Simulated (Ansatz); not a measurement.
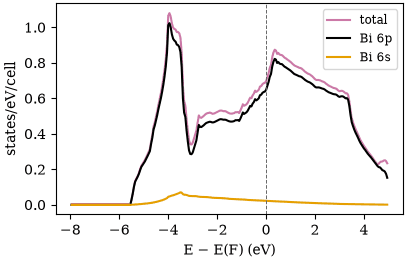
Figure: Total and projected density of states of Bi (fcc (Cu type), Fm-3m), DFT-r²SCAN in the program Ansatz with PAW potentials

### Question
Which orbitals carry the states next to the Fermi level?

### Answer
Within 0.5 eV of the Fermi level: Bi 6p 93 %. Projections are on Löwdin-orthogonalised atomic valence shells; empty p or d shells of many metals are not among them.

### Question
Where is the tallest occupied peak in this window, and what makes it?

### Answer
Near -3.9 eV, about 1.1 states/eV per cell; the largest projected share is Bi 6p.

The start of the workflow was typed in or built on a structure type; neither database checked (COD, Materials Project) lists it. It is not the phase usual at ambient conditions (space group No. 166). Symmetry was held in the r²SCAN relaxation. At this level the phase is mechanically unstable. Spin–orbit coupling is left out wherever it is not named.

Potentials: the earlier of the program's two PAW sets.
